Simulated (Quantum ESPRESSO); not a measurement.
# Projected density of states of magnetic NiCl2

Aim: the densities of states of NiCl2 in the lowest state of several starts.

Calculated with Quantum ESPRESSO 7.5; PBEsol with U = 6 eV on Ni d (ortho-atomic projectors); plane waves with GBRV 1.5 PBEsol potentials, no spin-orbit coupling.

The database entry behind the starting cell differs from later determinations by our own check (an axis about 1.8 % long against later determinations), so it need not match the best structure at ambient conditions.

### Step 1. Set-up

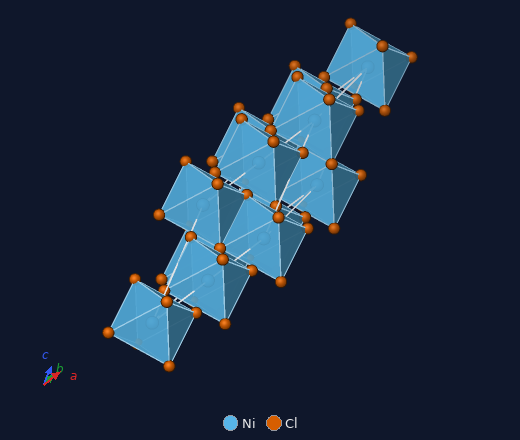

Start, viewed slightly off an axis; nickel blue, chlorine orange. Some periodic images of atoms are drawn too.

The cell comes from the Crystallography Open Database.

### Step 2. Ground-state run

This state came out lowest in a comparison of starts that is told elsewhere.

Input file pw.in:

```
&CONTROL
  calculation = 'scf'
  prefix = 'pwscf'
  outdir = './tmp'
  pseudo_dir = './pseudo'
  disk_io = 'low'
/
&SYSTEM
  ibrav = 0
  celldm(1) = 8
  nat = 6
  ntyp = 3
  ecutwfc = 40
  ecutrho = 280
  nbnd = 47
  occupations = 'smearing'
  smearing = 'fd'
  degauss = 0.00367493
  nspin = 2
  starting_magnetization(1) = 0.1111
  starting_magnetization(2) = -0.1111
  starting_magnetization(3) = 0
/
&ELECTRONS
  conv_thr = 1.2d-08
  electron_maxstep = 150
  mixing_beta = 0.3
/
ATOMIC_SPECIES
Ni1    58.6934 ni_pbesol_v1.4.uspp.F.UPF
Ni2    58.6934 ni_pbesol_v1.4.uspp.F.UPF
Cl     35.4500 cl_pbesol_v1.4.uspp.F.UPF
CELL_PARAMETERS alat
   0.8369124574436    0.4831916326077    2.7298668641832
   0.0000000000000    0.4831916326077    2.7298668641832
   0.4184562287218   -0.2415958162802    2.7298668641832
ATOMIC_POSITIONS crystal
Ni1     0.0000000000    0.0000000000    0.0000000000
Ni2     0.5000000000    0.0000000000    0.0000000000
Cl      0.8750000000    0.2500000000    0.2500000000
Cl      0.3750000000    0.2500000000    0.2500000000
Cl      0.6250000000    0.7500000000    0.7500000000
Cl      0.1250000000    0.7500000000    0.7500000000
K_POINTS automatic
3 6 6 0 0 0
HUBBARD {ortho-atomic}
U Ni1-3d 6.0000
U Ni2-3d 6.0000
```

Started as:

```bash
OMP_NUM_THREADS=1 mpirun -n 4 pw.x -nk 4 -in pw.in > pw.out
```

The log of the run:

```text
Program PWSCF v.7.5 starts

     Message from routine setup:
     using ibrav=0 with symmetry is DISCOURAGED, use correct ibrav instead

     K-points division:     npool     =       4
     Subspace diagonalization in iterative solution of the eigenvalue problem:

     bravais-lattice index     =            0
     lattice parameter (alat)  =       8.0000  a.u.
     unit-cell volume          =     847.8170 (a.u.)^3
     number of atoms/cell      =            6
     number of atomic types    =            3
     number of electrons       =        64.00
     number of Kohn-Sham states=           47
     kinetic-energy cutoff     =      40.0000  Ry
     charge density cutoff     =     280.0000  Ry
     scf convergence threshold =      1.2E-08
     mixing beta               =       0.3000
     number of iterations used =            8  plain     mixing
     Exchange-correlation= SLA  PW   PSX  PSC
                           (   1   4  10   8   0   0   0)
     Hubbard projectors: ortho-atomic
     Hubbard parameters of DFT+U (Dudarev formulation) in eV:
     U(Ni1-3d) =  6.0000
     U(Ni2-3d) =  6.0000

     Internal variables: lda_plus_u =T, lda_plus_u_kind = 0

     Internal variables: orbital_resolved =F, hub_pot_fix =F, apply_U = F

     celldm(1)=   8.000000  celldm(2)=   0.000000  celldm(3)=   0.000000
     celldm(4)=   0.000000  celldm(5)=   0.000000  celldm(6)=   0.000000

     crystal axes: (cart. coord. in units of alat)
               a(1) = (   0.836912   0.483192   2.729867 )
               a(2) = (   0.000000   0.483192   2.729867 )
               a(3) = (   0.418456  -0.241596   2.729867 )

     reciprocal axes: (cart. coord. in units 2 pi/alat)
               b(1) = (  1.194868  0.689857 -0.122106 )
               b(2) = ( -1.194868  0.689857  0.244212 )
               b(3) = (  0.000000 -1.379715  0.244212 )

     PseudoPot. # 1 for Ni read from file:
     ni_pbesol_v1.4.uspp.F.UPF
     Pseudo is Ultrasoft + core correction, Zval = 18.0

     PseudoPot. # 2 for Ni read from file:
     ni_pbesol_v1.4.uspp.F.UPF
     Pseudo is Ultrasoft + core correction, Zval = 18.0

     PseudoPot. # 3 for Cl read from file:
     cl_pbesol_v1.4.uspp.F.UPF
     Pseudo is Ultrasoft + core correction, Zval =  7.0

     atomic species   valence    mass     pseudopotential
     Ni1              18.00    58.69340     Ni( 1.00)
     Ni2              18.00    58.69340     Ni( 1.00)
     Cl                7.00    35.45000     Cl( 1.00)

     Starting magnetic structure
     atomic species   magnetization
     Ni1             0.111
     Ni2            -0.111
     Cl              0.000

     12 Sym. Ops., with inversion, found

   Cartesian axes

     site n.     atom                  positions (alat units)
         1        Ni1    tau(   1) = (   0.0000000   0.0000000   0.0000000  )
         2        Ni2    tau(   2) = (   0.4184562   0.2415958   1.3649334  )
         3        Cl     tau(   3) = (   0.8369125   0.4831916   3.7535669  )
         4        Cl     tau(   4) = (   0.4184562   0.2415958   2.3886335  )
         5        Cl     tau(   5) = (   0.8369125   0.4831916   5.8009671  )
         6        Cl     tau(   6) = (   0.4184562   0.2415958   4.4360337  )

     number of k points=    16  Fermi-Dirac smearing, width (Ry)=  0.0037
                       cart. coord. in units 2pi/alat
        k(    1) = (   0.0000000   0.0000000   0.0000000), wk =   0.0092593
        k(    2) = (   0.0000000  -0.2299525   0.0407020), wk =   0.0555556
        k(    3) = (   0.0000000  -0.4599049   0.0814041), wk =   0.0555556
        k(    4) = (   0.0000000   0.6898574  -0.1221061), wk =   0.0277778
        k(    5) = (  -0.1991447  -0.1149762   0.0814041), wk =   0.0555556
        [... 11 further k-points ...]

     Dense  grid:    67119 G-vectors     FFT dimensions: ( 125, 120, 120)

     Smooth grid:    29097 G-vectors     FFT dimensions: (  96,  90,  90)

     Check: negative core charge=   -0.000006
     Generating pointlists ...
     new r_m :   0.2440 (alat units)  1.9521 (a.u.) for type    1
     new r_m :   0.2440 (alat units)  1.9521 (a.u.) for type    2
     new r_m :   0.2440 (alat units)  1.9521 (a.u.) for type    3

     Initial potential from superposition of free atoms

     starting charge      60.0000, renormalised to      64.0000

     negative rho (up, down):  3.315E-02 3.315E-02

     STARTING HUBBARD OCCUPATIONS:

     =================== HUBBARD OCCUPATIONS ===================
     ------------------------ ATOM    1 ------------------------
     Tr[ns(  1)] (up, down, total) =   5.00000  3.00000  8.00000
     Atomic magnetic moment for atom   1 =   2.00000
     [... lines left out ...]
     ------------------------ ATOM    2 ------------------------
     Tr[ns(  2)] (up, down, total) =   3.00000  5.00000  8.00000
     Atomic magnetic moment for atom   2 =  -2.00000
     [... lines left out ...]
     Number of occupied Hubbard levels =   16.0000

     Atomic wfc used for Hubbard projectors are orthogonalized

     Starting wfcs are   42 randomized atomic wfcs +    5 random wfcs

     Self-consistent Calculation

     iteration #  1     ecut=    40.00 Ry     beta= 0.30
     Davidson diagonalization with overlap
     ethr =  1.00E-02,  avg # of iterations =  7.1

     =================== HUBBARD OCCUPATIONS ===================
     ------------------------ ATOM    1 ------------------------
     Tr[ns(  1)] (up, down, total) =   3.69764  0.49598  4.19362
     Atomic magnetic moment for atom   1 =   3.20165
     [... lines left out ...]
     ------------------------ ATOM    2 ------------------------
     Tr[ns(  2)] (up, down, total) =   0.49507  3.70002  4.19509
     Atomic magnetic moment for atom   2 =  -3.20495
     [... lines left out ...]
     Number of occupied Hubbard levels =    8.3887

     negative rho (up, down):  3.226E-02 3.226E-02

     total energy              =    -803.76329377 Ry
     estimated scf accuracy    <      44.88986271 Ry

     total magnetization       =     0.00 Bohr mag/cell
     absolute magnetization    =     7.12 Bohr mag/cell

     iteration #  2     ecut=    40.00 Ry     beta= 0.30
     Davidson diagonalization with overlap
     ethr =  1.00E-02,  avg # of iterations =  3.5

     negative rho (up, down):  3.087E-02 3.087E-02

     total energy              =    -816.31109191 Ry
     estimated scf accuracy    <      31.07756073 Ry

     total magnetization       =     0.00 Bohr mag/cell
     absolute magnetization    =     0.48 Bohr mag/cell

     [... further iterations left out ...]

     iteration # 18     ecut=    40.00 Ry     beta= 0.30
     Davidson diagonalization with overlap
     ethr =  3.65E-11,  avg # of iterations =  2.0

     negative rho (up, down):  2.972E-02 2.972E-02

     total energy              =    -819.01722176 Ry
     estimated scf accuracy    <       0.00000001 Ry

     total magnetization       =     0.00 Bohr mag/cell
     absolute magnetization    =     4.07 Bohr mag/cell

     iteration # 19     ecut=    40.00 Ry     beta= 0.30
     Davidson diagonalization with overlap
     ethr =  2.10E-11,  avg # of iterations =  2.0

     negative rho (up, down):  2.972E-02 2.972E-02

     Magnetic moment per site  (integrated on atomic sphere of radius R)
     atom   1 (R=0.244)  charge= 16.2690  magn=  1.7075
     atom   2 (R=0.244)  charge= 16.2691  magn= -1.7075
     atom   3 (R=0.244)  charge=  5.4623  magn= -0.1178
     atom   4 (R=0.244)  charge=  5.4622  magn=  0.1178
     atom   5 (R=0.244)  charge=  5.4622  magn=  0.1178
     atom   6 (R=0.244)  charge=  5.4623  magn= -0.1178

     End of self-consistent calculation

     =================== HUBBARD OCCUPATIONS ===================
     ------------------------ ATOM    1 ------------------------
     Tr[ns(  1)] (up, down, total) =   4.98258  3.27662  8.25920
     Atomic magnetic moment for atom   1 =   1.70596
     [... lines left out ...]
     ------------------------ ATOM    2 ------------------------
     Tr[ns(  2)] (up, down, total) =   3.27662  4.98258  8.25920
     Atomic magnetic moment for atom   2 =  -1.70596
     [... lines left out ...]
     Number of occupied Hubbard levels =   16.5184

     [... lines left out ...]
     the Fermi energy is     5.2717 ev

!    total energy              =    -819.01722194 Ry
     estimated scf accuracy    <          1.3E-09 Ry
     smearing contrib. (-TS)   =      -0.00000000 Ry
     internal energy E=F+TS    =    -819.01722194 Ry

     The total energy is F=E-TS. E is the sum of the following terms:
     one-electron contribution =    -722.32669035 Ry
     hartree contribution      =     380.53134381 Ry
     xc contribution           =    -107.44751407 Ry
     ewald contribution        =    -369.90567799 Ry
     Hubbard energy            =       0.13131666 Ry

     total magnetization       =    -0.00 Bohr mag/cell
     absolute magnetization    =     4.07 Bohr mag/cell

     convergence has been achieved in  19 iterations

=------------------------------------------------------------------------------=
   JOB DONE.
=------------------------------------------------------------------------------=
```

Run time: 8.4 min. Hardware: 4 MPI ranks of Arm Neoverse V1, shared host; peak memory 2.7 GiB; 34 min of CPU time.

Spin moment in the atom's sphere by atom:

```
atom  spin moment in the atom's sphere (μB)
 Ni1                                   1.71
 Ni2                                  -1.71
 Cl3                                  -0.12
 Cl4                                   0.12
 Cl5                                   0.12
 Cl6                                  -0.12
```

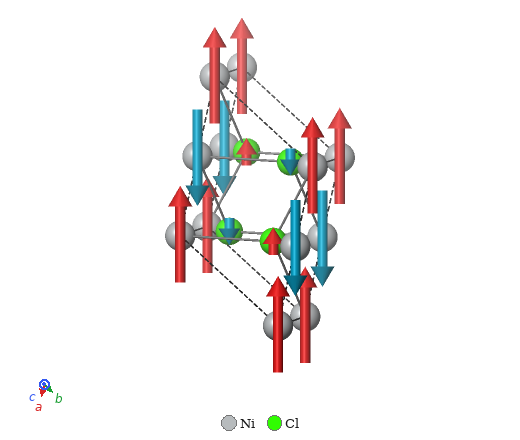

Spin moment in the atom's sphere as arrows, the longest 1.71 μB. Up and down stand for the sign. Arrows give size and sign along the axis of quantisation, drawn up and down the page. Each arrow also spans its atom, so small moments look longer than they are. The two directions have two colours. Bonds to atoms that aren't drawn are left out. Some periodic images of atoms are drawn too.

Numbers from this step:

| Item | Value |
| --- | --- |
| smearing term TS | 6.53e-13 eV |
| magnetization | 0 μB |
| absolute magnetization | 4.069 μB |
| final state | antiferromagnetic |

### Step 3. Post-processing

Input file projwfc.in:

```
&PROJWFC
  prefix = 'pwscf'
  outdir = './tmp'
  filpdos = 'pdos'
  ngauss = 0
  degauss = 0.01
  DeltaE = 0.05
  Emin = -3.73
  Emax = 10.27
/
```

Started as:

```bash
OMP_NUM_THREADS=1 mpirun -n 4 projwfc.x -nk 4 -in projwfc.in > projwfc.out
```

The log of the run:

```text
[banner, memory and clock lines left out]
Program PROJWFC v.7.5 starts

     [... lines left out ...]
     IMPORTANT: XC functional enforced from input :
     Exchange-correlation= PBESOL
                           (   1   4  10   8   0   0   0)
     Any further DFT definition will be discarded
     Please, verify this is what you really want

     G-vector sticks info

     Check: negative core charge=   -0.000006

     negative rho (up, down):  2.972E-02 2.972E-02

     Gaussian broadening (read from input): ngauss,degauss=   0    0.010000

     Calling projwave ....

  Problem Sizes
  natomwfc =           42
  nbnd     =           47
  nkstot   =           32
  npwx     =         3654
  nkb      =          108

     Atomic states used for projection
     (read from pseudopotential files):

     state #   1: atom   1 (Ni1), wfc  1 (l=0 m= 1)
     state #   2: atom   1 (Ni1), wfc  2 (l=1 m= 1)
     state #   3: atom   1 (Ni1), wfc  2 (l=1 m= 2)
     state #   4: atom   1 (Ni1), wfc  2 (l=1 m= 3)
     state #   5: atom   1 (Ni1), wfc  3 (l=2 m= 1)
     state #   6: atom   1 (Ni1), wfc  3 (l=2 m= 2)
     state #   7: atom   1 (Ni1), wfc  3 (l=2 m= 3)
     state #   8: atom   1 (Ni1), wfc  3 (l=2 m= 4)
     state #   9: atom   1 (Ni1), wfc  3 (l=2 m= 5)
     state #  10: atom   1 (Ni1), wfc  4 (l=0 m= 1)
     state #  11: atom   1 (Ni1), wfc  5 (l=1 m= 1)
     state #  12: atom   1 (Ni1), wfc  5 (l=1 m= 2)
     state #  13: atom   1 (Ni1), wfc  5 (l=1 m= 3)
     state #  14: atom   2 (Ni2), wfc  1 (l=0 m= 1)
     state #  15: atom   2 (Ni2), wfc  2 (l=1 m= 1)
     state #  16: atom   2 (Ni2), wfc  2 (l=1 m= 2)
     state #  17: atom   2 (Ni2), wfc  2 (l=1 m= 3)
     state #  18: atom   2 (Ni2), wfc  3 (l=2 m= 1)
     state #  19: atom   2 (Ni2), wfc  3 (l=2 m= 2)
     state #  20: atom   2 (Ni2), wfc  3 (l=2 m= 3)
     state #  21: atom   2 (Ni2), wfc  3 (l=2 m= 4)
     state #  22: atom   2 (Ni2), wfc  3 (l=2 m= 5)
     state #  23: atom   2 (Ni2), wfc  4 (l=0 m= 1)
     state #  24: atom   2 (Ni2), wfc  5 (l=1 m= 1)
     state #  25: atom   2 (Ni2), wfc  5 (l=1 m= 2)
     state #  26: atom   2 (Ni2), wfc  5 (l=1 m= 3)
     state #  27: atom   3 (Cl ), wfc  1 (l=0 m= 1)
     state #  28: atom   3 (Cl ), wfc  2 (l=1 m= 1)
     state #  29: atom   3 (Cl ), wfc  2 (l=1 m= 2)
     state #  30: atom   3 (Cl ), wfc  2 (l=1 m= 3)
     state #  31: atom   4 (Cl ), wfc  1 (l=0 m= 1)
     state #  32: atom   4 (Cl ), wfc  2 (l=1 m= 1)
     state #  33: atom   4 (Cl ), wfc  2 (l=1 m= 2)
     state #  34: atom   4 (Cl ), wfc  2 (l=1 m= 3)
     state #  35: atom   5 (Cl ), wfc  1 (l=0 m= 1)
     state #  36: atom   5 (Cl ), wfc  2 (l=1 m= 1)
     state #  37: atom   5 (Cl ), wfc  2 (l=1 m= 2)
     state #  38: atom   5 (Cl ), wfc  2 (l=1 m= 3)
     state #  39: atom   6 (Cl ), wfc  1 (l=0 m= 1)
     state #  40: atom   6 (Cl ), wfc  2 (l=1 m= 1)
     state #  41: atom   6 (Cl ), wfc  2 (l=1 m= 2)
     state #  42: atom   6 (Cl ), wfc  2 (l=1 m= 3)

 [... projections of the bands left out ...]

Lowdin Charges:

     Atom #   1: total charge =  17.8623, s =  2.5290, p =  7.0741, d =  8.2592,
                 spin up      =   9.7880, s =  1.2679,
                 spin up      =   9.7880, p =  3.5376, pz=  1.1819, px=  1.1779, py=  1.1779,
                 spin up      =   9.7880, d =  4.9826, dz2=  0.9960, dxz=  0.9971, dyz=  0.9971, dx2-y2=  0.9962, dxy=  0.9962,
                 spin down    =   8.0742, s =  1.2611,
                 spin down    =   8.0742, p =  3.5365, pz=  1.1808, px=  1.1778, py=  1.1778,
                 spin down    =   8.0742, d =  3.2766, dz2=  0.9921, dxz=  0.4259, dyz=  0.4259, dx2-y2=  0.7163, dxy=  0.7163,
                 polarization =   1.7138, s =  0.0067, p =  0.0011, d =  1.7060,
     Atom #   2: total charge =  17.8623, s =  2.5290, p =  7.0741, d =  8.2592,
                 spin up      =   8.0742, s =  1.2611,
                 spin up      =   8.0742, p =  3.5365, pz=  1.1808, px=  1.1778, py=  1.1778,
                 spin up      =   8.0742, d =  3.2766, dz2=  0.9921, dxz=  0.4259, dyz=  0.4259, dx2-y2=  0.7164, dxy=  0.7164,
                 spin down    =   9.7880, s =  1.2679,
                 spin down    =   9.7880, p =  3.5376, pz=  1.1819, px=  1.1779, py=  1.1779,
                 spin down    =   9.7880, d =  4.9826, dz2=  0.9960, dxz=  0.9971, dyz=  0.9971, dx2-y2=  0.9962, dxy=  0.9962,
                 polarization =  -1.7138, s = -0.0067, p = -0.0011, d = -1.7060,
     Atom #   3: total charge =   7.0317, s =  1.8436, p =  5.1881, d =  0.0000,
                 spin up      =   3.4433, s =  0.9195,
                 spin up      =   3.4433, p =  2.5238, pz=  0.8574, px=  0.8332, py=  0.8332,
                 spin up      =   3.4433, d =  0.0000, dz2=  0.0000, dxz=  0.0000, dyz=  0.0000, dx2-y2=  0.0000, dxy=  0.0000,
                 spin down    =   3.5884, s =  0.9241,
                 spin down    =   3.5884, p =  2.6643, pz=  0.9011, px=  0.8816, py=  0.8816,
                 spin down    =   3.5884, d =  0.0000, dz2=  0.0000, dxz=  0.0000, dyz=  0.0000, dx2-y2=  0.0000, dxy=  0.0000,
                 polarization =  -0.1451, s = -0.0046, p = -0.1406, d =  0.0000,
     Atom #   4: total charge =   7.0317, s =  1.8436, p =  5.1881, d =  0.0000,
                 spin up      =   3.5884, s =  0.9241,
                 spin up      =   3.5884, p =  2.6643, pz=  0.9011, px=  0.8816, py=  0.8816,
                 spin up      =   3.5884, d =  0.0000, dz2=  0.0000, dxz=  0.0000, dyz=  0.0000, dx2-y2=  0.0000, dxy=  0.0000,
                 spin down    =   3.4433, s =  0.9195,
                 spin down    =   3.4433, p =  2.5238, pz=  0.8574, px=  0.8332, py=  0.8332,
                 spin down    =   3.4433, d =  0.0000, dz2=  0.0000, dxz=  0.0000, dyz=  0.0000, dx2-y2=  0.0000, dxy=  0.0000,
                 polarization =   0.1451, s =  0.0046, p =  0.1406, d =  0.0000,
     Atom #   5: total charge =   7.0317, s =  1.8436, p =  5.1881, d =  0.0000,
                 spin up      =   3.5884, s =  0.9241,
                 spin up      =   3.5884, p =  2.6643, pz=  0.9011, px=  0.8816, py=  0.8816,
                 spin up      =   3.5884, d =  0.0000, dz2=  0.0000, dxz=  0.0000, dyz=  0.0000, dx2-y2=  0.0000, dxy=  0.0000,
                 spin down    =   3.4433, s =  0.9195,
                 spin down    =   3.4433, p =  2.5238, pz=  0.8574, px=  0.8332, py=  0.8332,
                 spin down    =   3.4433, d =  0.0000, dz2=  0.0000, dxz=  0.0000, dyz=  0.0000, dx2-y2=  0.0000, dxy=  0.0000,
                 polarization =   0.1451, s =  0.0046, p =  0.1406, d =  0.0000,
     Atom #   6: total charge =   7.0317, s =  1.8436, p =  5.1881, d =  0.0000,
                 spin up      =   3.4433, s =  0.9195,
                 spin up      =   3.4433, p =  2.5238, pz=  0.8574, px=  0.8332, py=  0.8332,
                 spin up      =   3.4433, d =  0.0000, dz2=  0.0000, dxz=  0.0000, dyz=  0.0000, dx2-y2=  0.0000, dxy=  0.0000,
                 spin down    =   3.5884, s =  0.9241,
                 spin down    =   3.5884, p =  2.6643, pz=  0.9011, px=  0.8816, py=  0.8816,
                 spin down    =   3.5884, d =  0.0000, dz2=  0.0000, dxz=  0.0000, dyz=  0.0000, dx2-y2=  0.0000, dxy=  0.0000,
                 polarization =  -0.1451, s = -0.0046, p = -0.1406, d =  0.0000,
     Spilling Parameter:   0.0023
```

Run time: 4 s. Hardware: 4 MPI ranks; peak memory 1.1 GiB; 16 s of CPU time.

The density of states has structure finer than the step of the table below, so its rows give means over 1 eV, whole bins alone (the curve runs from -9.00 to 5.05 eV). Peaks (eV: height): up -7.3: 5.4, -6.3: 6.56, -2.7: 6.44, 1.6: 6.15; down -7.3: 5.4, -6.3: 6.56, -2.7: 6.44, 1.6: 6.15; Ni1 d up -7.3: 4.88, -6.3: 6.24; Ni1 d down -5.7: 1.42, -5.1: 4.05, -4.2: 1.02, 1.6: 5.13; Ni2 d up -5.7: 1.42, -5.1: 4.05, -4.2: 1.02, 1.6: 5.13.

Gaussian broadening of 0.136 eV on the SCF mesh. Table of density of states by energy, zero at the Fermi level; means over each step; 7 of 10 lines; values in states/eV/cell:

```
energy (eV)      up    down  Ni1 d up  Ni1 d down  Ni2 d up  Ni2 d down  Cl3 p up
         -8  0.0287  0.0287    0.0263           0         0      0.0262    2.8e-6
         -7    2.72    2.72      2.40      5.0e-4    5.0e-4        2.40   0.00176
         -6    2.97    2.98      2.13       0.380     0.380        2.13     0.129
         -5    3.31    3.31     0.123        1.84      1.84       0.123     0.212
         -4    2.57    2.57    0.0766       0.567     0.567      0.0766     0.418
         -3    4.40    4.40    0.0577       0.347     0.347      0.0577      1.12
         -2    3.70    3.70     0.126       0.128     0.128       0.126     0.632
         -1   0.296   0.296    0.0185     0.00115   0.00115      0.0185   0.00864
          0       0       0         0           0         0           0         0
          1   0.446   0.447    2.8e-5       0.375     0.374      2.8e-5    0.0306
          2    1.55    1.55    8.2e-5        1.30      1.30      8.2e-5     0.114
          3  0.0117  0.0117         0           0         0           0    3.5e-4
          4   0.658   0.658    3.2e-4      4.9e-4    4.9e-4      3.2e-4    0.0167
```

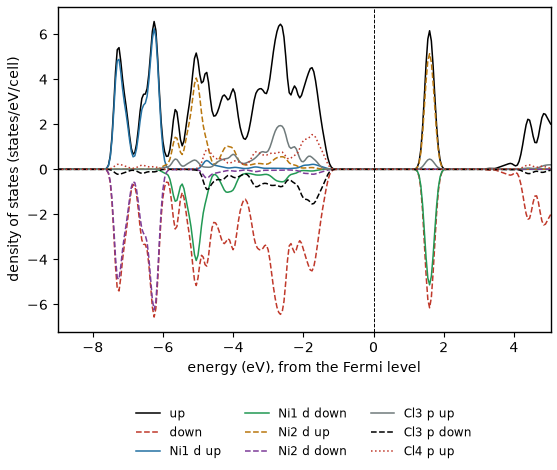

Density of states against energy. Down spins are drawn negative.

### Step 4. Summary of results

| Property | Result |
| --- | --- |
| state | antiferromagnetic |
| largest moment in a sphere | 1.71 μB |

The most distinct maxima of the density of states (up) lie at -7.25, -6.25, -5.05, -2.65 and 1.60 eV, the highest at -6.25 eV. These are Kohn–Sham states without spin–orbit coupling, on the mesh of the self-consistent run. The moments are opposed on like sites, so the totals of the two spins are equal and the projections on single atoms show the splitting.

[Logs and program files are shortened in this print: banners, set-up blocks, solver, clock and traceback lines can be left out without a mark of their own.]

[Logs are printed without paths, hosts, clocks, repeated set-up lines and the standing remarks that a program may print on its own settings, such as how far it seeks lower states.]

[Hosts, paths, dates, database ids (printed as entryN), source tags and the programs' standing remarks are cut or masked in the printed files.]

[Where a cell is said to come from a database of computed structures, the database is the Materials Project.]
